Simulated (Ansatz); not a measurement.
**Phonons of KTaO3 (Pm-3m) against volume**

Aim: how do the optical modes of KTaO3 (Pm-3m) move with volume?

Main program and level: Ansatz 0.2.0; DFT LDA, scalar-relativistic, plane waves, PAW; PAW set soft_1.

## Step 1: The structure

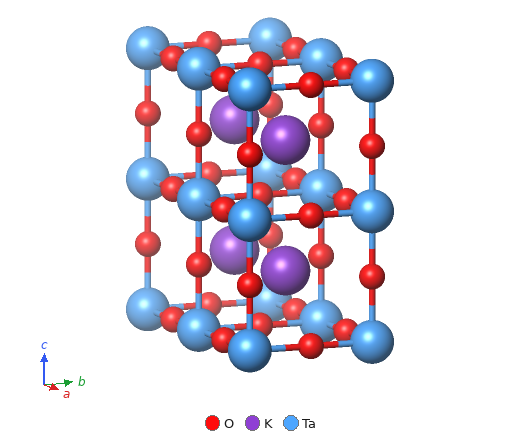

The starting structure, seen slightly off an axis (oxygen red, potassium purple, tantalum blue). 2×1×2 cells are drawn. Some periodic images of atoms are drawn too.

## Step 2: Bringing the structure to rest

The cell and atoms are relaxed, since residual forces and stress would shift the frequencies.

input.yaml

```yaml
crystal:
  lattice:
    - [3.9883, 0.0, 0.0]
    - [0.0, 3.9883, 0.0]
    - [0.0, 0.0, 3.9883]
  atoms:
    - { symbol: O, position: [0.5, 0.0, 0.0] }
    - { symbol: O, position: [0.0, 0.5, 0.0] }
    - { symbol: O, position: [0.0, 0.0, 0.5] }
    - { symbol: K, position: [0.5, 0.5, 0.5] }
    - { symbol: Ta, position: [0.0, 0.0, 0.0] }
kpoints:
  mp_grid: { grid: [8, 8, 8] }
hamiltonian:
  xc: lda
  pseudopotentials: { kind: paw, azcp: { folder: soft_1 }, xc_functional: pbe }
scf:
  occupations: { method: gaussian, width: 0.02 }
output:
  forces: true
  stress: true
  eigenvalues: true
  write_density: true
  write_potential: true
  elf: true
  volumetric_format: npy
relax:
  adjacent_minimum: "off"
  f_tol: 0.005
  max_steps: 80
  cell: { stress_tol: 0.05 }
```

Started as:

```
ansatz run input.yaml --threads 8 --pin off --max-ram 16384MiB --backend cpu --events-out ev --progress --plain --runs-dir out
```

Numbers of over 12 decimals in the logs are rounded to 6 here.

The log of the run:

```text
Engine: ansatz 0.2.0, aarch64-unknown-linux-gnu
Pseudopotentials: kind: paw
Pseudopotential: O, paw, valence charge 6, recommended cutoff 420 eV (normal), soft_1/O.paw.azcp
Pseudopotential: K, paw, valence charge 9, recommended cutoff 420 eV (normal), soft_1/K.paw.azcp
Pseudopotential: Ta, paw, valence charge 13, recommended cutoff 420 eV (normal), soft_1/Ta.paw.azcp
Functional definition: SPW92
  exchange = slater_x
  correlation = pw_c
Crystal: 5 atoms, lattice volume = 63.440 Å³
Basis set: ecut = 420 eV, 1237 PW (Γ)
Bands: 25, of which v1, the nominal top of the filled ones, is band 20 counted from 1 (19 counted from 0)
Symmetry: 48 space group operations
Space group: Pm-3m (ITA 221), of the structure as read, at distance tolerance 4.0e-5 Å
k-points: 35 of 512
Non-local potential: O, projectors of the file, l = 0: 2, l = 1: 2, l = 2: 1
Non-local potential: K, projectors of the file, l = 0: 3, l = 1: 2, l = 2: 2
Non-local potential: Ta, projectors of the file, l = 0: 3, l = 1: 2, l = 2: 2, l = 3: 1
PAW form: soft (Blöchl's): semilocal exchange-correlation on the pseudo side does not see the compensation charge
PAW frozen core: O, regenerated for the run's functional, and the local potential with it (the file was generated under x = pbe(κ = 0.804, μ = 0.219515), c = pbe(β = 0.066725))
PAW frozen core: K, regenerated for the run's functional, and the local potential with it (the file was generated under x = pbe(κ = 0.804, μ = 0.219515), c = pbe(β = 0.066725))
PAW frozen core: Ta, regenerated for the run's functional, and the local potential with it (the file was generated under x = pbe(κ = 0.804, μ = 0.219515), c = pbe(β = 0.066725))
PAW one-centre angular grid: O, 110 points (default); XC on 64 Gauss nodes
PAW one-centre angular grid: K, 110 points (default); XC on 64 Gauss nodes
PAW one-centre angular grid: Ta, 590 points (default); XC on 64 Gauss nodes
Initial density: superposition of atomic densities (chi_scale 0.1, normalization cell, long waves kept (reshape's long-wave potential 0.00 eV rms))
Initial wavefunctions: pseudopotential atomic-orbital guess
Functional: x = slater, c = lda
SCF iter   1: F=—  HF=-12852.322064 eV  |F-HF|=—  |Δ(HF+E_count)|=         —  Δρ=5.45e-2  dr2=1.68e0  ethr=3.10e-3  ⟨swp⟩=7.0  Hψ=4402  notcnv=0
preconditioner: auto → Resta (q_TF=auto, 2.526 Å⁻¹)  ε∞=4.5  [insulator: Δε(μ)=2.419 eV  Ē_g=13.581 eV  σ=0.020 eV  W_gap=1.00  n_scr=18 (ndim 8)  ℏωp=25.5 eV  f_vac=0.000  D(μ)=0.00/eV (n_scr^D=0)  ε∞_Penn≈4.5]
SCF iter   2: F=—  HF=-12851.926308 eV  |F-HF|=—  |Δ(HF+E_count)|=   3.96e-1  Δρ=2.77e-2  dr2=4.58e-1  ethr=3.10e-3  ⟨swp⟩=2.2  Hψ=1679  notcnv=0  defer=35
SCF iter   3: F=—  HF=-12851.794394 eV  |F-HF|=—  |Δ(HF+E_count)|=   1.32e-1  Δρ=4.91e-3  dr2=1.44e-2  ethr=1.15e-3  ⟨swp⟩=2.7  Hψ=1598  notcnv=0  defer=35
SCF iter   4: F=—  HF=-12851.791298 eV  |F-HF|=—  |Δ(HF+E_count)|=   3.10e-3  Δρ=2.51e-3  dr2=3.57e-3  ethr=3.60e-5  ⟨swp⟩=2.9  Hψ=1448  notcnv=0  defer=35
SCF iter   5: F=—  HF=-12851.790601 eV  |F-HF|=—  |Δ(HF+E_count)|=   6.97e-4  Δρ=9.34e-4  dr2=3.79e-4  ethr=8.93e-6  ⟨swp⟩=2.0  Hψ=1481  notcnv=0  defer=35
SCF iter   6: F=—  HF=-12851.790542 eV  |F-HF|=—  |Δ(HF+E_count)|=   5.83e-5  Δρ=1.62e-4  dr2=1.19e-5  ethr=9.47e-7  ⟨swp⟩=2.8  Hψ=1421  notcnv=0  defer=35
SCF iter   7: F=—  HF=-12851.790540 eV  |F-HF|=—  |Δ(HF+E_count)|=   2.59e-6  Δρ=2.36e-5  dr2=2.49e-7  ethr=2.97e-8  ⟨swp⟩=2.7  Hψ=1442  notcnv=0  defer=35
SCF iter   8: F=-12851.790540 eV  HF=-12851.790540 eV  |F-HF|=4.33e-10  |Δ(HF+E_count)|=   4.88e-9  Δρ=1.71e-6  dr2=1.88e-9  ethr=2.50e-10  ⟨swp⟩=14.6  Hψ=6008  notcnv=0
SCF 1 converged in 8 iterations: F = -12851.790540 eV  dr2 = 1.88e-9
  greatest PAW one-centre occupation: 0.999 electrons in one spin orbital (limit 2), on the Ta atom at site 4 (counted from 0), in its partial waves of l = 0
relax step   1: F+E_penalty+E_count = -12851.79053982 eV  Δ(F+E_penalty+E_count) = +0.000e0 eV  max|allowed force component| = 1.418e-29 eV/Å  Δτ_max = 0.0000 Å  P = -5.746 GPa  Ω = 63.440 Å³  (8 SCF iters, dr2 threshold 1.00e-7 eV, accepted)
Crystal: 5 atoms, lattice volume = 61.285 Å³
Basis set: ecut = 420 eV, 1213 PW (Γ)
Initial density: handed on by an earlier stage of this run
Initial wavefunctions: those handed on with the density
iter 1 solved again at ethr=3.15e-5 eV; its pass at ethr=3.10e-3 eV (dr2=1.26e-2 eV) is discarded
SCF iter   1: F=—  HF=-12851.830594 eV  |F-HF|=—  |Δ(HF+E_count)|=         —  Δρ=5.51e-3  dr2=1.32e-2  ethr=3.15e-5  ⟨swp⟩=2.1  Hψ=4837  notcnv=0
preconditioner: auto → Resta (q_TF=auto, 2.541 Å⁻¹)  ε∞=4.4  [insulator: Δε(μ)=2.171 eV  Ē_g=14.594 eV  σ=0.020 eV  W_gap=1.00  n_scr=18 (ndim 8)  ℏωp=26.8 eV  f_vac=0.007  D(μ)=0.00/eV (n_scr^D=0)  ε∞_Penn≈4.4]
SCF iter   2: F=—  HF=-12851.826758 eV  |F-HF|=—  |Δ(HF+E_count)|=   3.84e-3  Δρ=1.68e-3  dr2=1.90e-3  ethr=3.15e-5  ⟨swp⟩=2.2  Hψ=1547  notcnv=0
SCF iter   3: F=—  HF=-12851.826178 eV  |F-HF|=—  |Δ(HF+E_count)|=   5.80e-4  Δρ=8.40e-4  dr2=4.16e-4  ethr=4.74e-6  ⟨swp⟩=2.0  Hψ=1315  notcnv=0
SCF iter   4: F=—  HF=-12851.826038 eV  |F-HF|=—  |Δ(HF+E_count)|=   1.40e-4  Δρ=1.69e-4  dr2=1.17e-5  ethr=1.04e-6  ⟨swp⟩=2.0  Hψ=1436  notcnv=0
SCF iter   5: F=-12851.826038 eV  HF=-12851.826038 eV  |F-HF|=1.31e-8  |Δ(HF+E_count)|=   3.34e-7  Δρ=1.83e-5  dr2=2.22e-7  ethr=1.25e-9  ⟨swp⟩=8.8  Hψ=6597  notcnv=0
SCF 2 converged in 5 iterations: F = -12851.826038 eV  dr2 = 2.22e-7
relax step   2: F+E_penalty+E_count = -12851.82603843 eV  Δ(F+E_penalty+E_count) = -3.550e-2 eV  max|allowed force component| = 9.506e-30 eV/Å  Δτ_max = 0.0000 Å  P = +1.628 GPa  Ω = 61.285 Å³  energy of the carried Pulay correction = +6.309e-3 eV  (5 SCF iters, dr2 threshold 5.00e-7 eV, accepted)
Crystal: 5 atoms, lattice volume = 61.748 Å³
iter 1 solved again at ethr=2.09e-6 eV; its pass at ethr=3.10e-3 eV (dr2=8.34e-4 eV) is discarded
SCF iter   1: F=—  HF=-12851.827134 eV  |F-HF|=—  |Δ(HF+E_count)|=         —  Δρ=1.25e-3  dr2=6.83e-4  ethr=2.09e-6  ⟨swp⟩=2.4  Hψ=4827  notcnv=0
preconditioner: auto → Resta (q_TF=auto, 2.538 Å⁻¹)  ε∞=4.8  [insulator: Δε(μ)=2.131 eV  Ē_g=13.293 eV  σ=0.020 eV  W_gap=1.00  n_scr=18 (ndim 8)  ℏωp=25.9 eV  f_vac=0.009  D(μ)=0.00/eV (n_scr^D=0)  ε∞_Penn≈4.8]
SCF iter   2: F=—  HF=-12851.826936 eV  |F-HF|=—  |Δ(HF+E_count)|=   1.98e-4  Δρ=3.77e-4  dr2=9.79e-5  ethr=1.71e-6  ⟨swp⟩=2.0  Hψ=1361  notcnv=0
SCF iter   3: F=—  HF=-12851.826907 eV  |F-HF|=—  |Δ(HF+E_count)|=   2.88e-5  Δρ=1.89e-4  dr2=2.18e-5  ethr=2.45e-7  ⟨swp⟩=2.3  Hψ=1198  notcnv=0
SCF iter   4: F=—  HF=-12851.826900 eV  |F-HF|=—  |Δ(HF+E_count)|=   7.71e-6  Δρ=3.69e-5  dr2=5.91e-7  ethr=5.46e-8  ⟨swp⟩=2.1  Hψ=1447  notcnv=0
SCF iter   5: F=-12851.826900 eV  HF=-12851.826900 eV  |F-HF|=5.24e-10  |Δ(HF+E_count)|=   1.23e-8  Δρ=4.48e-6  dr2=1.34e-8  ethr=1.25e-9  ⟨swp⟩=10.0  Hψ=5998  notcnv=0
SCF 3 converged in 5 iterations: F = -12851.826900 eV  dr2 = 1.34e-8
relax step   3: F+E_penalty+E_count = -12851.82689973 eV  Δ(F+E_penalty+E_count) = -8.613e-4 eV  max|allowed force component| = 9.664e-30 eV/Å  Δτ_max = 0.0000 Å  P = -0.071 GPa  Ω = 61.748 Å³  energy of the carried Pulay correction = +4.934e-3 eV  (5 SCF iters, dr2 threshold 5.00e-7 eV, accepted)
[...]
relax step   4: F+E_penalty+E_count = -12851.82696190 eV  Δ(F+E_penalty+E_count) = -6.216e-5 eV  max|allowed force component| = 3.261e-30 eV/Å  Δτ_max = 0.0000 Å  P = -0.001 GPa  Ω = 61.729 Å³  energy of the carried Pulay correction = +4.992e-3 eV  (4 SCF iters, dr2 threshold 1.27e-8 eV, accepted)
[...]
relax step   5: F+E_penalty+E_count = -12851.82270785 eV  Δ(F+E_penalty+E_count) = +4.254e-3 eV  max|allowed force component| = 3.892e-30 eV/Å  Δτ_max = 0.0000 Å  P = -0.128 GPa  Ω = 61.729 Å³  stress off target by 1.28e-1 GPa  SCF on the basis re-selected at this cell (its energy is not comparable with the rows above)  (5 SCF iters)
[...]
relax step   6: F+E_penalty+E_count = -12851.82282587 eV  Δ(F+E_penalty+E_count) = -1.180e-4 eV  max|allowed force component| = 1.638e-29 eV/Å  Δτ_max = 0.0000 Å  P = -0.000 GPa  Ω = 61.693 Å³  energy of the carried Pulay correction = +1.038e-4 eV  (4 SCF iters, dr2 threshold 4.08e-8 eV, accepted)
iter 1 solved again at ethr=4.16e-9 eV; its pass at ethr=3.10e-3 eV (dr2=1.66e-6 eV) is discarded
SCF iter   1: F=—  HF=-12851.822826 eV  |F-HF|=—  |Δ(HF+E_count)|=         —  Δρ=2.84e-6  dr2=3.80e-9  ethr=4.16e-9  ⟨swp⟩=3.4  Hψ=7045  notcnv=0
SCF iter   2: F=—  HF=-12851.822826 eV  |F-HF|=—  |Δ(HF+E_count)|=   3.18e-9  Δρ=1.75e-6  dr2=1.64e-9  ethr=9.51e-12  ⟨swp⟩=2.1  Hψ=1144  notcnv=0
SCF iter   3: F=-12851.822826 eV  HF=-12851.822826 eV  |F-HF|=3.09e-11  |Δ(HF+E_count)|=  5.46e-11  Δρ=2.95e-7  dr2=4.90e-11  ethr=1.00e-12  ⟨swp⟩=4.9  Hψ=4714  notcnv=0
SCF 7 converged in 3 iterations: F = -12851.822826 eV  dr2 = 4.90e-11
relax step   7: F+E_penalty+E_count = -12851.82282587 eV  Δ(F+E_penalty+E_count) = -2.874e-10 eV  max|allowed force component| = 5.706e-30 eV/Å  Δτ_max = 0.0000 Å  P = -0.002 GPa  Ω = 61.693 Å³  stress off target by 1.63e-3 GPa  SCF on the basis re-selected at this cell (its energy is not comparable with the rows above)  (3 SCF iters)
basis re-selected at this cell: Δ(F+E_penalty+E_count) = -2.874e-10 eV, ΔP = -0.001 GPa vs the last step (what re-selecting the basis moved, of the pressure what is left beyond the Pulay correction that the steps carried, after the strain that the cell walked since its last selection, with what the two solves' SCF thresholds leave and, on support functions, any second-order correction that the steps lacked; it is no  [...]
SCF converged after 3 iterations
Free energy (F): -12851.822826 eV
Harris-Foulkes:  -12851.822826 eV  (|F-HF|=3.09e-11)
Internal energy: -12851.822826 eV  (E = F + TS)
E sigma→0 (E₀):  -12851.822826 eV
Fermi energy:    9.794223 eV
--- Per-component energies (eV) ---
  E_band       = -250.683403
  E_kinetic    = 1148.504847
  E_local      = -2185.667813  (includes V_loc(G=0)·N_el)
  E_nonlocal   = 175.114837
  E_hartree    = 776.870732
  E_xc         = -662.942243
  E_vxc        = -669.685851  (∫ρ·V_xc dr)
  E_paw        = -9256.797226  (= ΣΔE_a)
  E_vpaw       = -272.693198  (= ΣTr[D̂ρ^β])
  E_aug_tail   = 0.002531  (compensation charges beyond the density's cutoff)
  E_ewald      = -2847.715753
  E_core_change = 0.807262  (= ΣΔE_core)
  E_smearing   = -0.000000  (= −TS)
  E_closure    = -0.000000  (closes the sum)
  Σ components = -12851.822826   (vs F -12851.822826, Δ=0.00e0)
--- Forces (eV/Å), atoms counted from 1 ---
  atom   1  O     -0.00000000    -0.00000000     0.00000000
  atom   2  O     -0.00000000     0.00000000     0.00000000
  atom   3  O     -0.00000000    -0.00000000     0.00000000
  atom   4  K     -0.00000000    -0.00000000     0.00000000
  atom   5  Ta    -0.00000000    -0.00000000     0.00000000
  max |Σ_I F_I| component: 2.70e-29 eV/Å
--- Stress (GPa, compression-positive) ---
       -0.001635       0.000000       0.000000
        0.000000      -0.001635       0.000000
        0.000000       0.000000      -0.001635
  P = ⅓ Tr σ = -0.0016 GPa (-0.016 kbar)
--- Band table (eV; the first three rows and the last of 35) ---
  k-point 0: bands = [... 16 lower, 7.6053, 8.1114, 8.1114, 8.1114, 10.8631, 10.8631, 10.8631, 15.3260, ... 1 higher]
  k-point 1: bands = [... 16 lower, 7.5239, 7.6382, 8.0255, 8.0255, 10.8881, 11.3773, 11.3773, 15.6116, ... 1 higher]
  k-point 2: bands = [... 16 lower, 6.9904, 7.3379, 7.9420, 7.9420, 10.9498, 12.4449, 12.4449, 15.9098, ... 1 higher]
  k-point 34: bands = [... 16 lower, 4.7068, 8.7253, 8.7253, 8.7253, 15.4137, 15.4137, 15.4137, 17.5379, ... 1 higher]
--- Relaxed structure (5 steps of the walk, 5 accepted, 2 SCFs on fresh bases) ---
  F+E_penalty+E_count = -12851.82282587 eV   max|allowed force component| = 5.706e-30 eV/Å   (the final SCF, on the basis selected at the relaxed cell)
  cell:  # Å, volume = 61.6934 Å³
    - [3.951356, 0, 0]
    - [0, 3.951356, 0]
    - [0, 0, 3.951356]
  atoms:
    - { symbol: O, position: [0.5, 0, 0] }
    - { symbol: O, position: [0, 0.5, 0] }
    - { symbol: O, position: [0, 0, 0.500000] }
    - { symbol: K, position: [0.5, 0.5, 0.500000] }
    - { symbol: Ta, position: [0, 0, 0] }
```

Wall time 7.3 s (8 threads of Arm Neoverse N1, shared host); peak memory 0.43 GiB.

Step by step:

```
step  energy less that of the first step (eV)  largest force component (eV/Å)  pressure (GPa)  volume (Å³)
   1                                   0.0000                          0.0000           -5.75        63.44
   2                                  -0.0355                          0.0000            1.63        61.29
   3                                  -0.0364                          0.0000           -0.07        61.75
   4                                  -0.0364                          0.0000            0.00        61.73
  5*                                  -0.0322                          0.0000           -0.13        61.73
   6                                  -0.0323                          0.0000            0.00        61.69
  7*                                  -0.0323                          0.0000            0.00        61.69
```

Relaxation steps marked * repeat the geometry before them on a plane-wave basis chosen anew for their cell, so energy and pressure can jump there.

The run keeps the 48 symmetry operations that it works with, so distortions that break them were not tested.

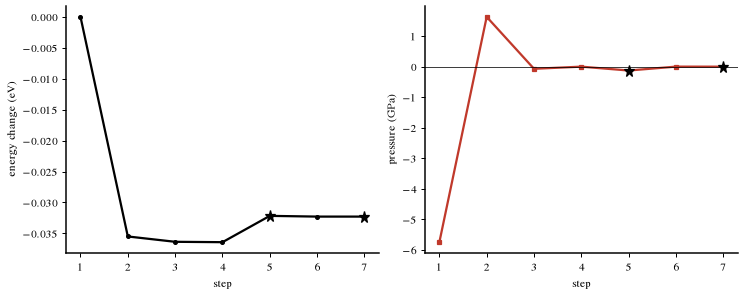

Energy and pressure along the relaxation. Stars mark steps on a basis chosen anew.

| conventional cell, symmetrised | before | after | change |
| --- | --- | --- | --- |
| a (Å) | 3.988 | 3.951 | -0.9 % |
| b (Å) | 3.988 | 3.951 | -0.9 % |
| c (Å) | 3.988 | 3.951 | -0.9 % |
| volume (Å³/atom) | 12.69 | 12.34 | -2.8 % |

The relaxed structure:

```xyz
5
Lattice="3.9514 0.0000 0.0000 0.0000 3.9514 0.0000 0.0000 0.0000 3.9514" Properties=species:S:1:pos:R:3 pbc="T T T"
O     1.9757    0.0000    0.0000
O     0.0000    1.9757    0.0000
O     0.0000    0.0000    1.9757
K     1.9757    1.9757    1.9757
Ta    0.0000    0.0000    0.0000
```

Numbers from this step:

| Property | Result |
| --- | --- |
| pressure | -0.001635 GPa |
| gap on the k-mesh | 2.138 eV |
| volume per atom | 12.34 Å³ |

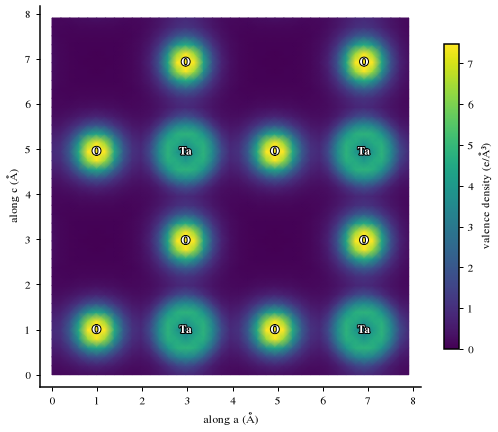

Valence density in the ac plane at fractional y = 0.000, with atoms of O and Ta within 0.2 Å of it. It is the smooth field of the valence electrons, not physical close to the nuclei. The map starts off the cell's origin, so that atoms lie inside it.

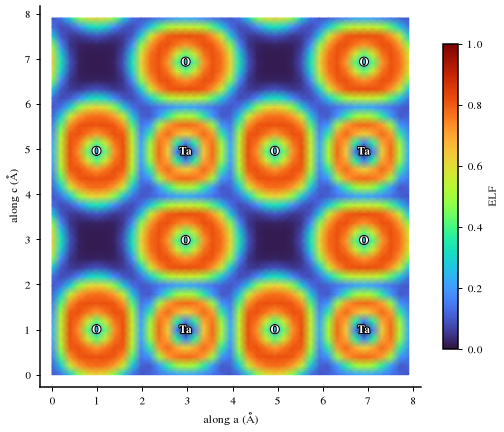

ELF in the ac plane at fractional y = 0.000, with atoms of O and Ta within 0.2 Å of it. It is the smooth field of the valence electrons, not physical close to the nuclei. The map starts off the cell's origin, so that atoms lie inside it.

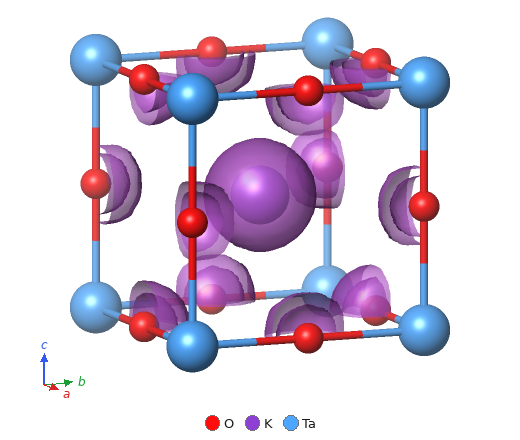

Surface of ELF = 0.8.

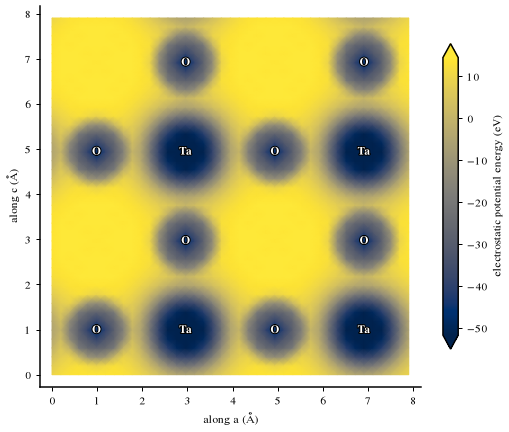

Electrostatic potential energy in the ac plane at fractional y = 0.000, with atoms of O and Ta within 0.2 Å of it. With pseudopotentials it is smooth inside the atoms' cores, unlike the true potential. The map starts off the cell's origin, so that atoms lie inside it.

In this step the volume went from 12.69 to 12.34 Å³/atom.

## Step 3: Tight relaxation

Phonons need small forces and stress, so the relaxation is finished with tight tolerances on 8×8×8 k points.

input.yaml, the sections that differ from step 2:

```yaml
crystal:
  lattice:
    - [3.9513564055, 0.0, 0.0]
    - [0.0, 3.9513564055, 0.0]
    - [0.0, 0.0, 3.9513564055]
  atoms:
    - { symbol: O, position: [0.5, 0.0, 0.0] }
    - { symbol: O, position: [0.0, 0.5, 0.0] }
    - { symbol: O, position: [0.0, 0.0, 0.5] }
    - { symbol: K, position: [0.5, 0.5, 0.5] }
    - { symbol: Ta, position: [0.0, 0.0, 0.0] }
scf:
  occupations: { method: fixed }
output:
  forces: true
  stress: true
  eigenvalues: true
relax:
  adjacent_minimum: "off"
  f_tol: 0.001
  max_steps: 60
  cell: { stress_tol: 0.01 }
# kpoints, hamiltonian: as in step 2
```

The log of the run:

```text
[...]
Crystal: 5 atoms, lattice volume = 61.693 Å³
Basis set: ecut = 420 eV, 1213 PW (Γ)
Bands: 25, of which v1, the nominal top of the filled ones, is band 20 counted from 1 (19 counted from 0)
Symmetry: 48 space group operations
[...]
k-points: 35 of 512
[...]
--- Relaxed structure (1 steps of the walk, 1 accepted, 1 SCFs on fresh bases) ---
[...]
cell:  # Å, volume = 61.6934 Å³
    - [3.9513564055, 0.0, 0.0]
    - [0.0, 3.9513564055, 0.0]
    - [0.0, 0.0, 3.9513564055]
  atoms:
    - { symbol: O, position: [0.5, 0.0, 0.0] }
    - { symbol: O, position: [0.0, 0.5, 0.0] }
    - { symbol: O, position: [0.0, 0.0, 0.5] }
    - { symbol: K, position: [0.5, 0.5, 0.5] }
    - { symbol: Ta, position: [0.0, 0.0, 0.0] }
[key lines of the parts left out:]
SCF converged after 5 iterations
Free energy (F): -12851.822826 eV
Fermi energy:    8.725307 eV
P = ⅓ Tr σ = -0.0016 GPa (-0.016 kbar)
```

Wall time 2.4 s (8 threads); peak memory 0.41 GiB; 15 s of CPU time.

Little changed from the start: no atom moved by 0.005 Å and no cell edge by 0.1 %.

This step gave:

```
pressure : -0.001599 GPa
```

The forces vanish by symmetry and the pressure is -0.002 GPa, within the tolerances set. The cell now holds 12.34 Å³/atom.

(Continued in part 2 of 3.)

[Logs are printed without paths, hosts, clocks, repeated set-up lines and the standing remarks that a program may print on its own settings, such as how far it seeks lower states.]

[Hosts, paths, dates, database ids (printed as entryN), source tags and the programs' standing remarks are cut or masked in the printed files.]
